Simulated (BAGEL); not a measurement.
# GaSiH4Cl (SMILES [SiH3][GaH][Cl]): B3LYP/6-31G(d) (density fitting with qzvpp-jkfit, spherical functions)

What is the energy change on altering one bond length of GaSiH4Cl at B3LYP/6-31G* (density fitting with qzvpp-jkfit, spherical functions)? 

The results are computed with BAGEL 1.2.2.

**1. The system as given**

GaSiH4Cl has 7 atoms, charge 0, and is taken as a singlet. As SMILES, `[SiH3][GaH][Cl]`. Geometry: a GFN2-xTB relaxation, a rough one for these elements and not checked as a minimum.

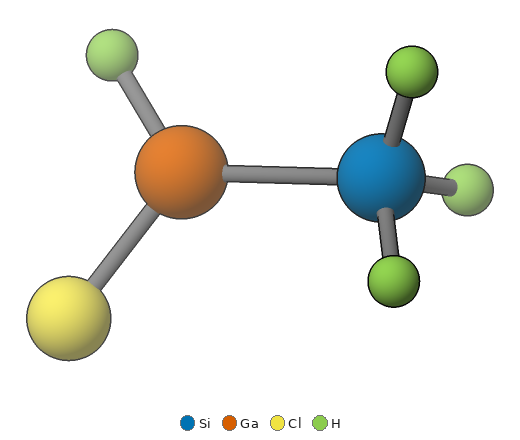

Viewed from a chosen angle; silicon blue, gallium orange, chlorine yellow, hydrogen green.

**2. A single-point energy at B3LYP/6-31G(d) (density fitting with qzvpp-jkfit, spherical functions)**

job.json

```json
{ "bagel" : [

{
  "title" : "molecule",
  "basis" : "6-31gs.json",
  "df_basis" : "qzvpp-jkfit",
  "angstrom" : true,
  "geometry" : [
    { "atom" : "Si", "xyz" : [   -0.922200,    0.560190,   -0.301100 ] },
    { "atom" : "Ga", "xyz" : [    1.012340,   -0.652810,    0.480210 ] },
    { "atom" : "Cl", "xyz" : [    2.627560,   -1.257590,   -0.718720 ] },
    { "atom" : "H", "xyz" : [   -2.035550,   -0.347720,   -0.633090 ] },
    { "atom" : "H", "xyz" : [   -0.555320,    1.293210,   -1.528140 ] },
    { "atom" : "H", "xyz" : [   -1.411840,    1.535900,    0.686270 ] },
    { "atom" : "H", "xyz" : [    1.285010,   -1.131180,    2.014550 ] }
  ]
},
{ "title" : "ks", "xc_func" : "b3lyp" },
{ "title" : "print", "file" : "orbitals.molden", "orbitals" : true }

]}
```

The basis set 6-31G* is read from a file made from the Basis Set Exchange's data (not shown).

Command:

```sh
$ BAGEL_NUM_THREADS=1 BAGEL job.json > job.out
```

The log of the run:

```text
* using 1 threads per process

  ===============================================================
  ===============================================================

  *** Geometry ***

  { "atom" : "Si", "xyz" : [     -1.742705,      1.058606,     -0.568997 ] },
  { "atom" : "Ga", "xyz" : [      1.913045,     -1.233632,      0.907465 ] },
  { "atom" : "Cl", "xyz" : [      4.965369,     -2.376501,     -1.358184 ] },
  { "atom" : "H", "xyz" : [     -3.846632,     -0.657096,     -1.196367 ] },
  { "atom" : "H", "xyz" : [     -1.049403,      2.443813,     -2.887766 ] },
  { "atom" : "H", "xyz" : [     -2.667991,      2.902430,      1.296862 ] },
  { "atom" : "H", "xyz" : [      2.428317,     -2.137620,      3.806948 ] },

  Number of auxiliary basis functions:      594

  Since a DF basis is specified, we compute 2- and 3-index integrals:
    o Being stored without compression. Storage requirement is 0.027 GB

  Number of basis functions:       76
  Number of electrons      :       66

    * METHOD: MOLECULE                             0.41

  *** Kohn-Sham DFT ***

    * Removing 11018 points whose weight is below 1.00e-10
    * Grid points: 93324

  === Nuclear Repulsion ===
   311.4918816581

       - DIIS with orbital gradients will be used.

  === KS iteration (b3lyp / 6-31gs.json) ===
      0      -2602.87235698          0.11491451           0.39
      1      -2407.00461949          0.16587194           0.37
      2      -2491.24399886          0.09417080           0.37
      3      -2563.33701789          0.11972171           0.37
      4      -2669.23997947          0.08970581           0.37
      5      -2672.38183206          0.06116377           0.38
      6      -2623.11772051          0.27568406           0.38
      7      -2626.62978122          0.28308274           0.38
      8      -2661.28350622          0.09612301           0.38
      9      -2676.17815193          0.03516306           0.38
     10      -2676.40372639          0.01941155           0.38
     11      -2676.71727716          0.00690912           0.38
     12      -2676.75183565          0.00270146           0.38
     13      -2676.75776344          0.00113837           0.38
     14      -2676.75879685          0.00019570           0.38
     15      -2676.75882249          0.00004944           0.38
     16      -2676.75882460          0.00000310           0.38
     17      -2676.75882461          0.00000116           0.38
     18      -2676.75882461          0.00000046           0.38
     19      -2676.75882461          0.00000010           0.38
     20      -2676.75882461          0.00000005           0.38
     21      -2676.75882461          0.00000001           0.38
     22      -2676.75882461          0.00000001           0.38
    * SCF iteration converged.

    * Permanent dipole moment:
           (    0.678849,    -0.305752,    -0.208141) a.u.

    * METHOD: KS                                   9.11

    * METHOD: PRINT                                0.01

  ===============================================================
```

Wall time 9.9 s (1 thread of Arm Neoverse V1, shared host); peak memory 0.41 GiB.

**3. The distorted shape**

input.json

```json
{ "bagel": [

{
  "title": "molecule",
  "basis": "6-31gs.json",
  "df_basis": "qzvpp-jkfit",
  "angstrom": "true",
  "geometry": [
    { "atom": "Si", "xyz": [   -0.031557,    1.286488,   -0.035519 ] },
    { "atom": "Ga", "xyz": [    1.902983,    0.073488,    0.745791 ] },
    { "atom": "Cl", "xyz": [    3.518203,   -0.531292,   -0.453139 ] },
    { "atom": "H", "xyz": [   -2.035550,   -0.347720,   -0.633090 ] },
    { "atom": "H", "xyz": [    0.335323,    2.019508,   -1.262559 ] },
    { "atom": "H", "xyz": [   -0.521197,    2.262198,    0.951851 ] },
    { "atom": "H", "xyz": [    2.175653,   -0.404882,    2.280131 ] }
  ]
},
{ "title": "ks", "xc_func": "b3lyp" },
{ "title": "print", "file": "orbitals.molden", "orbitals": "true" }

]}
```

The basis set 6-31G* is read from a file made from the Basis Set Exchange's data (not shown).

Command:

```sh
$ BAGEL_NUM_THREADS=1 BAGEL input.json > input.out
```

The log of the run:

```text
* using 1 threads per process

  ===============================================================
  ===============================================================

  *** Geometry ***

  { "atom" : "Si", "xyz" : [     -0.059634,      2.431110,     -0.067121 ] },
  { "atom" : "Ga", "xyz" : [      3.596117,      0.138872,      1.409341 ] },
  { "atom" : "Cl", "xyz" : [      6.648440,     -1.003996,     -0.856309 ] },
  { "atom" : "H", "xyz" : [     -3.846632,     -0.657096,     -1.196367 ] },
  { "atom" : "H", "xyz" : [      0.633669,      3.816317,     -2.385891 ] },
  { "atom" : "H", "xyz" : [     -0.984920,      4.274935,      1.798738 ] },
  { "atom" : "H", "xyz" : [      4.111388,     -0.765116,      4.308823 ] },

  Number of auxiliary basis functions:      594

  Since a DF basis is specified, we compute 2- and 3-index integrals:
    o Being stored without compression. Storage requirement is 0.027 GB

  Number of basis functions:       76
  Number of electrons      :       66

    * METHOD: MOLECULE                             0.41

  *** Kohn-Sham DFT ***

    * Removing 10361 points whose weight is below 1.00e-10
    * Grid points: 93981

  === Nuclear Repulsion ===
   307.7089389541

       - DIIS with orbital gradients will be used.

  === KS iteration (b3lyp / 6-31gs.json) ===
      0      -2603.34252964          0.11461703           0.38
      1      -2409.53601520          0.18258140           0.37
      2      -2492.18026835          0.09193468           0.37
      3      -2551.78199538          0.14257262           0.37
      4      -2668.04605538          0.07910305           0.37
      5      -2599.54067890          0.14042284           0.37
      6      -2599.62127366          0.14053317           0.37
      7      -2597.19183196          0.15081893           0.37
      8      -2653.65622612          0.14483062           0.37
      9      -2665.33915899          0.11407766           0.37
[... 24 lines of this table left out ...]
     34      -2676.64592931          0.00000014           0.37
     35      -2676.64592931          0.00000004           0.37
     36      -2676.64592931          0.00000002           0.37
     37      -2676.64592931          0.00000001           0.38
    * SCF iteration converged.

    * Permanent dipole moment:
           (    0.157667,    -0.607057,    -0.353781) a.u.

    * METHOD: KS                                  14.57

    * METHOD: PRINT                                0.01

  ===============================================================
```

Run time: 15 s. Hardware: 1 thread of Arm Neoverse V1, shared host; peak memory 0.41 GiB.

**4. Results**

Level: B3LYP/6-31G* (density fitting with qzvpp-jkfit, spherical functions).

```
                                                          quantity           value
                                         first shape: total energy  -2676.75882 Eh
                                        first shape: dipole moment          1.96 D
                                          first shape: HOMO energy        -7.53 eV
                                          first shape: LUMO energy        -2.23 eV
                                        first shape: HOMO–LUMO gap         5.30 eV
                                     distorted shape: total energy  -2676.64593 Eh
                                    distorted shape: dipole moment          1.83 D
                                      distorted shape: HOMO energy        -7.21 eV
                                      distorted shape: LUMO energy        -3.54 eV
                                    distorted shape: HOMO–LUMO gap         3.67 eV
energy change with the Si1–H4 bond stretched from 1.474 to 2.654 Å        3.072 eV
```

**Reading.** With the Si1–H4 bond stretched from 1.474 to 2.654 Å the energy rises by 3.07 eV (296 kJ/mol). The first shape isn't relaxed at this level, so the change isn't measured from a minimum. A restricted reference can't describe the breaking bond well at this length.
